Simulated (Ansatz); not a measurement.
**SiN+ (quintet): one geometry, many settings**

Aim: run SiN+ (quintet) at one geometry under a spread of methods and options, and see what each costs and gives.

The runs use Ansatz 0.2.0, Gaussian basis; the settings change from run to run.

15 further runs of the same task are left out: 4 that didn't finish, 11 set aside as unsound or not needed.

**1. The geometry**

The geometry is a PBE0/def2-TZVP stationary point (not a proven minimum) of the parent state, kept for this charge and spin.

2 atoms, charge 1, spin multiplicity 5.

Atoms are counted from 1 here; the program's logs count them from 0.

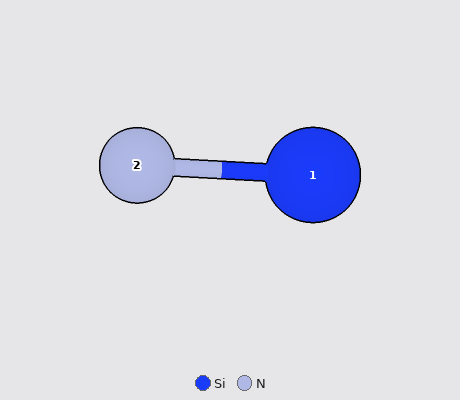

The geometry (silicon blue, nitrogen light blue); atoms are numbered from 1 in the order of the file.

**2. CASSCF(4,6)/def2-SVPD**

in.yaml reads:

```yaml
crystal:
  periodic: [false, false, false]
  atoms:
    - {symbol: Si, position_ang: [0.000000, 0.000000, 0.000000]}
    - {symbol: N, position_ang: [0.000000, 0.000000, 1.889128]}
basis:
  gaussian: {orbitals: def2-SVPD}
total_charge: 1
magnetization: {spin_polarized: false, initial_magnetization: 4}
correlation: {active_space: {window: {electrons: 4, orbitals: 6}, states: [{multiplicity: 5, weights: [1, 1, 1, 1]}]}}
```

Started as:

```console
$ ansatz run in.yaml --threads 1 --pin off --events-out ev --progress --plain --max-ram 2393MiB
```

What it wrote:

```text
Functional definition: HF
  name "HF"
  cite "Fock, Z. Phys. 61, 126 (1930) doi:10.1007/BF01340294"
  parent pbe
  exchange = exact_x
  correlation = 0
687 factors; integrals over basis functions are off by at most 1.3e-7 eV
mean field evaluation 1: about -9325.4222 eV, gradient 1.6e1 eV
mean field evaluation 2: about -9325.4273 eV, gradient 1.6e1 eV
mean field evaluation 4: about -9327.0515 eV, gradient 2.3e0 eV
mean field evaluation 8: about -9327.3397 eV, gradient 8.0e-1 eV
mean field evaluation 16: about -9327.3485 eV, gradient 3.3e-6 eV
mean field evaluation 32: about -9323.1625 eV, gradient 3.9e-4 eV
mean field evaluation 64: about -9324.6580 eV, gradient 1.9e1 eV
mean field -9327.34849633 eV, -342.7737349362 hartree, gradient 1.9e-6 eV, S^2 6.000000; 5 other end points of the search recorded, 0 dependent functions left out
reference -9327.34849633 eV, -342.7737349362 hartree; 12, 8 occupied and 32, 36 virtual orbitals, 687 factors
state -9326.99006582 eV, -342.7605628580 hartree
state -9326.99006582 eV, -342.7605628580 hartree
state -9323.28814643 eV, -342.6245198296 hartree
state -9320.91200561 eV, -342.5371982650 hartree
Total energy: -9324.54507092 eV, -342.6707109527 hartree
```

It took 1.3 s on 1 thread of Arm Neoverse V1, shared host.

From the report: 15 determinants; active occupations (of the averaged states) 1.00, 1.00, 0.75, 0.50, 0.50, 0.25.

**3. CCSDT(Q) on UHF/6-31G**

in.yaml reads:

```yaml
crystal:
  periodic: [false, false, false]
  atoms:
    - {symbol: Si, position_ang: [0.000000, 0.000000, 0.000000]}
    - {symbol: N, position_ang: [0.000000, 0.000000, 1.889128]}
basis:
  gaussian: {orbitals: 6-31G}
total_charge: 1
magnetization: {spin_polarized: true, initial_magnetization: 4}
correlation: {method: ccsdt_q, electrons: valence}
```

Same command.

What it wrote, shortened:

```text
Functional definition: HF
  name "HF"
  cite "Fock, Z. Phys. 61, 126 (1930) doi:10.1007/BF01340294"
  parent pbe
[...]
459 factors; integrals over basis functions are off by at most 3.0e-8 eV
[...]
mean field -9330.42817353 eV, -342.8869109860 hartree, gradient 7.5e-6 eV, S^2 6.022819; 3 other end points of the search recorded, 0 dependent functions left out
6 core orbitals not correlated: weight in the atoms' cores, before any rotation towards them, 1.000 or more for the frozen orbitals, at most 0.000 for the correlated occupied ones
reference -9330.42817353 eV, -342.8869109860 hartree; 6, 2 occupied and 10, 14 virtual orbitals, 459 factors
second order -1.47212017 eV of doubles, -0.00000000 eV of singles
cycle   1  -1.82315507 eV  change   -3.5e-1 eV  update   6.7e-2
[...]
cycle  18  -2.17576844 eV  change   -5.0e-7 eV  update   2.3e-7
perturbative correction -0.00245174 eV, -0.0000900998 hartree
Total energy: -9332.60639371 eV, -342.9669591011 hartree
```

It took 2 s on 1 thread of Arm Neoverse V1, shared host.

From the report: ⟨S²⟩ of the determinant 6.023 (pure quintet: 6.00); correlation -2.1782 eV; T1 0.031; largest double amplitude 0.10.

**4. CCSD/cc-pVDZ**

in.yaml reads:

```yaml
crystal:
  periodic: [false, false, false]
  atoms:
    - {symbol: Si, position_ang: [0.000000, 0.000000, 0.000000]}
    - {symbol: N, position_ang: [0.000000, 0.000000, 1.889128]}
basis:
  gaussian: {orbitals: cc-pVDZ}
total_charge: 1
magnetization: {spin_polarized: true, initial_magnetization: 4}
hamiltonian: {xc: {name: PBE0}}
correlation: {method: ccsd, electrons: outside_noble_gas, diis_vectors: 2}
output: {forces: true}
```

Same command.

What it wrote, shortened:

```text
Functional definition: PBE0
  name "PBE0"
  cite "Adamo & Barone, J. Chem. Phys. 110, 6158 (1999) doi:10.1063/1.478522"
  cite "Perdew, Burke & Ernzerhof, Phys. Rev. Lett. 77, 3865 (1996) doi:10.1103/PhysRevLett.77.3865"
  parent pbe
[...]
321 factors; integrals over basis functions are off by at most 7.4e-4 eV
[...]
mean field -9346.66184008 eV, -343.4834872278 hartree, gradient 1.4e-6 eV, S^2 6.010425; 1 other end points of the search recorded, 0 dependent functions left out
6 core orbitals not correlated: weight in the atoms' cores, before any rotation towards them, 1.000 or more for the frozen orbitals, at most 0.000 for the correlated occupied ones
reference -9331.27705577 eV, -342.9181068329 hartree; 6, 2 occupied and 20, 24 virtual orbitals, 321 factors
second order -3.61119626 eV of doubles, -0.15033311 eV of singles
cycle   1  -4.22910624 eV  change   -4.6e-1 eV  update   6.4e-2
[...]
cycle  17  -4.47832809 eV  change    8.2e-7 eV  update   1.5e-6
[...]
Total energy: -9335.75538386 eV, -343.0826823546 hartree
Atom 0 at     0.000000     0.000000     0.000000 Å, force     0.000000     0.000000    -3.249985 eV/Å
Atom 1 at     0.000000     0.000000     1.889128 Å, force    -0.000000    -0.000000     3.249985 eV/Å
Dipole moment:    -0.000000    -0.000000    -0.173748 e Å
```

Wall time 2 s (1 thread of Arm Neoverse V1, shared host).

From the report: ⟨S²⟩ of the determinant 6.010 (pure quintet: 6.00); correlation -4.4783 eV; T1 0.018; largest double amplitude 0.09. The orbitals are Kohn-Sham ones, so correlation energy and T1 don't compare with those on Hartree-Fock orbitals.

**5. CCSDT(Q)/B/cc-pVDZ**

in.yaml reads:

```yaml
crystal:
  periodic: [false, false, false]
  atoms:
    - {symbol: Si, position_ang: [0.000000, 0.000000, 0.000000]}
    - {symbol: N, position_ang: [0.000000, 0.000000, 1.889128]}
basis:
  gaussian: {orbitals: cc-pVDZ}
total_charge: 1
magnetization: {spin_polarized: false, initial_magnetization: 4}
hamiltonian: {xc: {name: PBE}}
correlation: {method: ccsdt_q_b, electrons: valence, diis_vectors: 4}
```

Launched as before.

What it wrote, shortened:

```text
Functional definition: PBE
  name "PBE"
  cite "Perdew, Burke & Ernzerhof, Phys. Rev. Lett. 77, 3865 (1996) doi:10.1103/PhysRevLett.77.3865"
  parent pbe
[...]
576 factors; integrals over basis functions are off by at most 1.2e-7 eV
[...]
mean field -9345.77479637 eV, -343.4508889729 hartree, gradient 1.1e-6 eV, S^2 6.000000; 1 other end points of the search recorded, 0 dependent functions left out
[...]
6 core orbitals not correlated: weight in the atoms' cores, before any rotation towards them, 1.000 or more for the frozen orbitals, at most 0.000 for the correlated occupied ones
reference -9330.78025914 eV, -342.8998498934 hartree; 6, 2 occupied and 20, 24 virtual orbitals, 576 factors
second order -3.84886012 eV of doubles, -0.40037803 eV of singles
cycle   1  -4.65674148 eV  change   -4.0e-1 eV  update   7.4e-2
[...]
cycle  18  -5.08760819 eV  change   -2.4e-7 eV  update   5.9e-7
perturbative correction -0.00906430 eV, -0.0003331069 hartree
Total energy: -9335.87693164 eV, -343.0871491529 hartree
```

Run time: 4.6 s. Hardware: 1 thread of Arm Neoverse V1, shared host.

From the report: correlation -5.0967 eV; T1 0.036; largest double amplitude 0.10. The orbitals are Kohn-Sham ones, so correlation energy and T1 don't compare with those on Hartree-Fock orbitals.

**6. The runs in one table**

Where basis and cores are those of an earlier UCCSDT(Q)/cc-pVDZ run (-9335.9572 eV), and the state is the same kind, the miss against it is given.

```
                                         level         correlated  functions  energy (eV)  from UCCSDT(Q) (meV)   time
CASSCF(4,6)/def2-SVPD (mean of several states)                            44   -9324.5451                        1.3 s
                         CCSDT(Q) on UHF/6-31G            valence         22   -9332.6064                          2 s
               CCSD/cc-pVDZ (on PBE0 orbitals)  outside noble gas         32   -9335.7554                 201.8    2 s
          CCSDT(Q)/B/cc-pVDZ (on PBE orbitals)            valence         32   -9335.8769                  80.3  4.6 s
```

**7. What came out**

| quantity | value |
| --- | --- |
| runs | 4 |
| quickest | CASSCF(4,6)/def2-SVPD (mean of several states), 1.3 s |
| slowest | CCSDT(Q)/B/cc-pVDZ (on PBE orbitals), 4.6 s |

Total energies in different bases, with other cores or another treatment of relativity can't be set against each other. CCSDT(Q)/B/cc-pVDZ (on PBE orbitals) took 4 times as long as CASSCF(4,6)/def2-SVPD (mean of several states); the jobs differ in more than the method. Among the correlated runs with a miss given, it spans +80 to +202 meV. Cores frozen from Kohn-Sham orbitals shift the total energy.
